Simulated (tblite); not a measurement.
**Nudged elastic band, with input and output: C3H10SSi2**

C3H10SSi2, SMILES C=CC[SiH2]S[SiH3], computed with GFN2-xTB climbing-image nudged elastic band, gas phase (tblite 0.8.0).

The run did not end well.

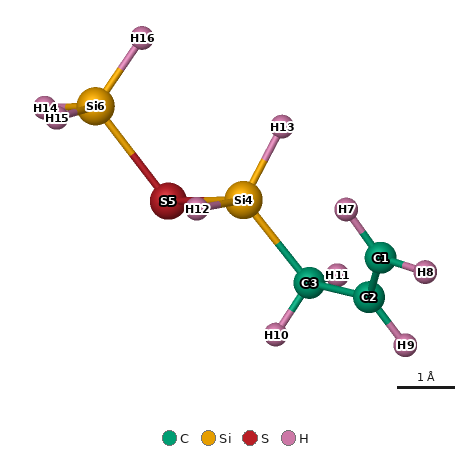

Figure 1. The structure as given in the input (ball-and-stick view, seen at a tilt; atoms are numbered from 1 in the order of the input). Bond lengths as drawn: C–C 1.32 to 1.49 Å, C–H 1.08 to 1.09 Å, C–Si 1.89 Å, H–Si 1.45 to 1.46 Å and S–Si 2.14 to 2.16 Å.

What the run reported:

```csv
quantity,value
outcome,not converged
forward barrier,12.109 eV
hardware,"1 CPU thread, shared host"
wall time,13 s
peak memory,0.19 GiB
```

What went wrong:

The run did not converge. At least one of its steps failed, so the values that rest on that step are not results.

The input:
```
{"job": {"xc": "GFN2-xTB", "basis": "xTB", "kind": "neb"}, "charge": 0, "multiplicity": 1}
C     -2.780817    -0.170902     0.971998
C     -2.580424    -0.433646    -0.304472
C     -1.274451    -0.399822    -1.024553
Si     0.247377     0.076798    -0.003387
S      1.869334     0.000220    -1.422823
Si     3.582443     0.508958    -0.249035
H     -1.977007     0.104121     1.633188
H     -3.762824    -0.220089     1.411442
H     -3.426838    -0.706055    -0.925618
H     -1.365806     0.288805    -1.870679
H     -1.105574    -1.382135    -1.477526
H      0.194485     1.439057     0.526071
H      0.556879    -0.873154     1.064651
H      4.668654     0.467096    -1.210408
H      3.376497     1.835742     0.318534
H      3.724249    -0.480326     0.812065
```

The first line tells a small driver script what to run in tblite; the rest is the geometry in Å.

Launched with:
```bash
OMP_NUM_THREADS=1 python <driver script> task.json out
```

Output:
```
image   E - E0 / eV
  0       0.0000
  1       0.3196
  2      12.1088
  3       0.0959
  4       0.0570
  5       0.0365
  6      -0.0180
```
